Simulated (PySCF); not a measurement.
Geometry relaxation, with input and output: C2H9NSi

- system: C2H9NSi, SMILES CN[SiH2]C
- method: PBE0-D3(BJ)/def2-SVP geometry optimisation, gas phase (PySCF 2.14.0)

It belongs to a series of runs on one base structure; here: H on Si replaced by NHCH3.

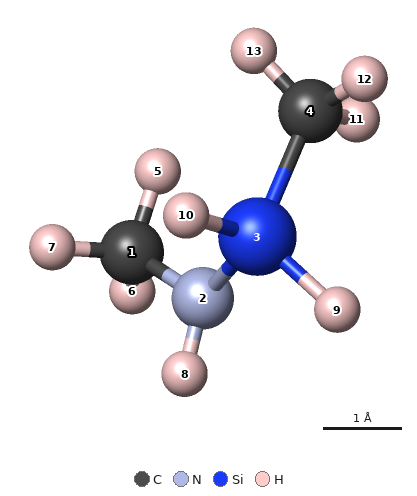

The input geometry (ball-and-stick view, seen at a tilt; atoms are numbered from 1 in the order of the input). Bond lengths as drawn: C–H 1.07 to 1.11 Å, C–N 1.44 Å, C–Si 1.87 Å, H–N 1.01 Å, H–Si 1.46 Å and N–Si 1.74 Å.

### The input
```
{"job": {"xc": "PBE0", "basis": "def2-SVP", "d3": "d3bj", "grid": 1, "shake": 0.01, "kind": "geom"}, "charge": 0, "multiplicity": 1}
C      1.745940     0.400040     0.260070
N      0.880100    -0.753780     0.293520
Si    -0.688000    -0.864830    -0.449090
C     -1.639010     0.663040     0.071410
H      1.099410     1.302440     0.360550
H      2.440310     0.403640     1.075310
H      2.292050     0.516530    -0.683840
H      1.456820    -1.586270     0.294660
H     -1.216870    -2.100410     0.127250
H     -0.672670    -0.929250    -1.906280
H     -1.584360     0.856580     1.146820
H     -2.720480     0.512270    -0.130950
H     -1.387410     1.563120    -0.469750
```

The first line tells a small driver script what to run in PySCF; the rest is the geometry in Å.

Run as:
```bash
OMP_NUM_THREADS=1 python <driver script> task.json out
```

### The program's output
```
step   0  E = -425.41424912  max force = 0.033212
step   1  E = -425.41889990  max force = 0.006869
step   2  E = -425.41943461  max force = 0.001840
step   3  E = -425.41951687  max force = 0.000839
step   4  E = -425.41957545  max force = 0.001096
step   5  E = -425.41963434  max force = 0.001340
step   6  E = -425.41969369  max force = 0.001028
step   7  E = -425.41973463  max force = 0.000716
step   8  E = -425.41975345  max force = 0.000482
step   9  E = -425.41976079  max force = 0.000318
optimisation converged
```

### Trajectory as extended XYZ (Å, eV, eV/Å), 8 of the 10 frames kept, from step=0 to step=9
```
13
Properties=species:S:1:pos:R:3:forces:R:3 step=0 energy=-11576.11135
C     1.7459    0.4000    0.2601   -1.7079   0.6140  -0.7459
N     0.8801   -0.7538    0.2935    0.6239  -0.1404   0.0213
Si   -0.6880   -0.8648   -0.4491    0.6900   0.7692   1.0135
C    -1.6390    0.6630    0.0714   -1.1449  -0.6085   0.0710
H     1.0994    1.3024    0.3605    0.4369  -0.1539   0.0373
H     2.4403    0.4036    1.0753    0.7382  -0.0073   0.8404
H     2.2921    0.5165   -0.6838    0.3262   0.0655  -0.2622
H     1.4568   -1.5863    0.2947   -0.2448  -0.3686   0.0394
H    -1.2169   -2.1004    0.1273   -0.4661  -0.5343   0.0278
H    -0.6727   -0.9293   -1.9063   -0.1257  -0.1225  -0.8696
H    -1.5844    0.8566    1.1468    0.2624  -0.0012   0.2181
H    -2.7205    0.5123   -0.1310    0.1923  -0.0728  -0.0456
H    -1.3874    1.5631   -0.4698    0.4196   0.5607  -0.3454
13
Properties=species:S:1:pos:R:3:forces:R:3 step=1 energy=-11576.23790
C     1.7723    0.6695    0.4082    0.3532   0.0095   0.2249
N     0.9935   -0.5394    0.4764   -0.2039  -0.0362  -0.0012
Si   -0.5834   -0.7396   -0.2197   -0.2282  -0.1583  -0.3184
C    -1.7526    0.6511    0.2303    0.1828   0.3107   0.1111
H     1.1192    1.5503    0.4935   -0.0458   0.0323   0.0012
H     2.4898    0.7260    1.2569   -0.1934   0.0236  -0.2320
H     2.3606    0.7903   -0.5250   -0.0358  -0.0122   0.0143
H     1.5531   -1.3818    0.5478    0.0294  -0.0009   0.0340
H    -1.1546   -2.0308    0.2797    0.1598  -0.0335   0.0606
H    -0.5996   -0.8453   -1.7313    0.0575   0.0308   0.1182
H    -1.7467    0.8450    1.3153    0.0015   0.0011  -0.0406
H    -2.7770    0.3841   -0.0607   -0.0871  -0.0888  -0.0539
H    -1.5052    1.5912   -0.2937    0.0100  -0.0780   0.0817
13
Properties=species:S:1:pos:R:3:forces:R:3 step=3 energy=-11576.25469
C     1.7482    0.6715    0.4016   -0.0133   0.0015  -0.0377
N     0.9702   -0.5406    0.4814    0.0140   0.0103   0.0100
Si   -0.5940   -0.7539   -0.2394    0.0081  -0.0101  -0.0018
C    -1.7314    0.6577    0.2410   -0.0431  -0.0284  -0.0014
H     1.0839    1.5491    0.4503    0.0044  -0.0006  -0.0037
H     2.4421    0.7588    1.2537    0.0142  -0.0008   0.0224
H     2.3479    0.7721   -0.5254    0.0007   0.0016  -0.0020
H     1.5367   -1.3760    0.5815   -0.0081   0.0006   0.0191
H    -1.1081   -2.0649    0.2669    0.0085  -0.0001   0.0031
H    -0.5878   -0.8413   -1.7435   -0.0095   0.0118  -0.0078
H    -1.7158    0.8280    1.3281    0.0010  -0.0148   0.0056
H    -2.7639    0.4125   -0.0560    0.0088   0.0251  -0.0013
H    -1.4585    1.5976   -0.2624    0.0143   0.0039  -0.0045
13
Properties=species:S:1:pos:R:3:forces:R:3 step=4 energy=-11576.25629
C     1.7478    0.6747    0.3938   -0.0373  -0.0131  -0.0469
N     0.9649   -0.5338    0.4901    0.0114   0.0226  -0.0213
Si   -0.5940   -0.7551   -0.2435    0.0433   0.0199   0.0502
C    -1.7360    0.6506    0.2458   -0.0343  -0.0564  -0.0070
H     1.0861    1.5554    0.4161    0.0028  -0.0015   0.0024
H     2.4316    0.7768    1.2520    0.0251   0.0064   0.0273
H     2.3573    0.7543   -0.5288    0.0053  -0.0009   0.0022
H     1.5300   -1.3673    0.6113   -0.0191  -0.0077   0.0122
H    -1.0937   -2.0736    0.2565   -0.0076  -0.0024  -0.0059
H    -0.5822   -0.8277   -1.7476   -0.0016  -0.0004  -0.0163
H    -1.7245    0.8015    1.3357   -0.0043   0.0004   0.0072
H    -2.7682    0.4198   -0.0625    0.0083   0.0168  -0.0050
H    -1.4497    1.5950   -0.2412    0.0080   0.0164   0.0010
13
Properties=species:S:1:pos:R:3:forces:R:3 step=5 energy=-11576.25789
C     1.7526    0.6791    0.3807   -0.0356  -0.0213  -0.0328
N     0.9595   -0.5206    0.5044    0.0111   0.0255  -0.0426
Si   -0.5911   -0.7525   -0.2452    0.0443   0.0352   0.0689
C    -1.7491    0.6375    0.2529   -0.0067  -0.0547  -0.0070
H     1.0976    1.5648    0.3642    0.0000   0.0008   0.0056
H     2.4245    0.8040    1.2457    0.0198   0.0101   0.0164
H     2.3757    0.7243   -0.5350    0.0062  -0.0015   0.0041
H     1.5179   -1.3533    0.6566   -0.0231  -0.0130   0.0067
H    -1.0742   -2.0820    0.2406   -0.0147  -0.0037  -0.0096
H    -0.5665   -0.8051   -1.7499    0.0050  -0.0087  -0.0140
H    -1.7529    0.7600    1.3465   -0.0116   0.0121   0.0046
H    -2.7771    0.4225   -0.0786    0.0057   0.0000  -0.0106
H    -1.4475    1.5918   -0.2051   -0.0004   0.0192   0.0103
13
Properties=species:S:1:pos:R:3:forces:R:3 step=6 energy=-11576.25951
C     1.7641    0.6844    0.3626   -0.0173  -0.0189  -0.0041
N     0.9553   -0.5000    0.5235    0.0120   0.0157  -0.0498
Si   -0.5848   -0.7447   -0.2433    0.0211   0.0323   0.0529
C    -1.7715    0.6182    0.2620    0.0254  -0.0254   0.0009
H     1.1204    1.5760    0.2967   -0.0031   0.0027   0.0044
H     2.4233    0.8397    1.2332    0.0059   0.0080  -0.0005
H     2.4030    0.6827   -0.5433    0.0033  -0.0007   0.0031
H     1.5005   -1.3331    0.7155   -0.0170  -0.0102   0.0040
H    -1.0497   -2.0882    0.2210   -0.0134  -0.0030  -0.0064
H    -0.5400   -0.7735   -1.7485    0.0071  -0.0109  -0.0050
H    -1.8054    0.7043    1.3586   -0.0180   0.0147   0.0003
H    -2.7889    0.4163   -0.1070    0.0008  -0.0168  -0.0155
H    -1.4569    1.5884   -0.1532   -0.0070   0.0125   0.0157
13
Properties=species:S:1:pos:R:3:forces:R:3 step=8 energy=-11576.26113
C     1.7846    0.6910    0.3410    0.0070   0.0059   0.0179
N     0.9583   -0.4738    0.5423    0.0036  -0.0157  -0.0180
Si   -0.5737   -0.7298   -0.2328   -0.0097  -0.0004  -0.0060
C    -1.8022    0.5939    0.2720    0.0190   0.0248   0.0085
H     1.1537    1.5870    0.2257   -0.0011   0.0007  -0.0015
H     2.4344    0.8793    1.2129   -0.0069  -0.0012  -0.0077
H     2.4364    0.6399   -0.5542   -0.0019   0.0007  -0.0011
H     1.4845   -1.3079    0.7775    0.0040   0.0051   0.0049
H    -1.0246   -2.0870    0.2059    0.0041   0.0014   0.0066
H    -0.5051   -0.7373   -1.7379   -0.0045  -0.0018   0.0038
H    -1.8932    0.6396    1.3680   -0.0097  -0.0042  -0.0035
H    -2.7959    0.3889   -0.1557   -0.0002  -0.0110  -0.0091
H    -1.4878    1.5868   -0.0872   -0.0037  -0.0043   0.0052
13
Properties=species:S:1:pos:R:3:forces:R:3 step=9 energy=-11576.26133
C     1.7868    0.6932    0.3393    0.0039   0.0078   0.0109
N     0.9617   -0.4721    0.5415    0.0002  -0.0133  -0.0091
Si   -0.5717   -0.7286   -0.2301   -0.0057  -0.0048  -0.0090
C    -1.8047    0.5914    0.2728    0.0036   0.0164   0.0043
H     1.1549    1.5884    0.2230   -0.0002   0.0000  -0.0016
H     2.4363    0.8833    1.2109   -0.0033  -0.0011  -0.0022
H     2.4387    0.6419   -0.5558   -0.0012   0.0006  -0.0010
H     1.4874   -1.3055    0.7800    0.0050   0.0058   0.0036
H    -1.0215   -2.0860    0.2094    0.0054   0.0016   0.0070
H    -0.5045   -0.7367   -1.7352   -0.0057  -0.0008   0.0018
H    -1.9073    0.6334    1.3677   -0.0037  -0.0072  -0.0017
H    -2.7931    0.3807   -0.1651    0.0008  -0.0010  -0.0039
H    -1.4936    1.5873   -0.0807    0.0008  -0.0039   0.0009
```

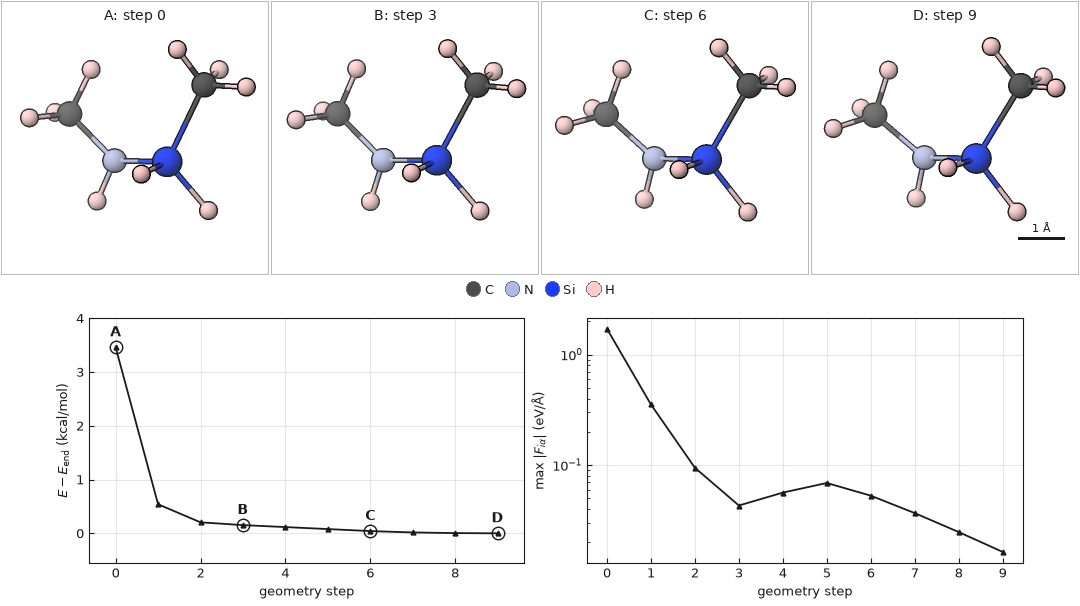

Frames of the relaxation (ball-and-stick view, seen at a tilt) above the curves, on which the letters mark them (steps are counted from 0).

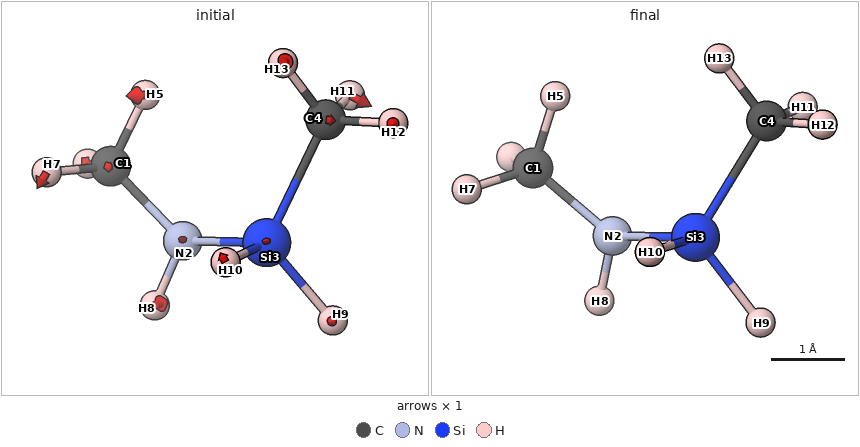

Before (left) and after (right) the relaxation, at one scale (ball-and-stick view, seen at a tilt). The red arrows give the displacements, at true length. After 9 geometry steps the energy has fallen by 3.46 kcal/mol. Largest force component: 1.7 eV/Å at the start, 0.016 eV/Å at the end. H11 moves most after the best rigid fit: 0.35 Å. Largest moves by element: H 0.35 Å, C 0.15 Å, Si 0.09 Å, N 0.08 Å. Distances before and after: Si3–H10 1.459 → 1.507 Å, Si3–H9 1.462 → 1.496 Å, C1–H6 1.071 → 1.103 Å, C4–H13 1.080 → 1.102 Å. Among the angles that change: C1–N2–H8 108.4° → 113.6°, N2–Si3–C4 106.7° → 111.0°, H11–C4–H12 104.6° → 108.6°. (Atoms are counted from 1 in the order of the input.)

### Summary

| quantity | value |
| --- | --- |
| outcome | converged |
| total energy | −425.419761 hartree |
| dipole moment | 0.89 D |
| point group | C1 |
| hardware | 1 CPU thread, shared host |
| wall time | 59 s |
| peak memory | 0.43 GiB |
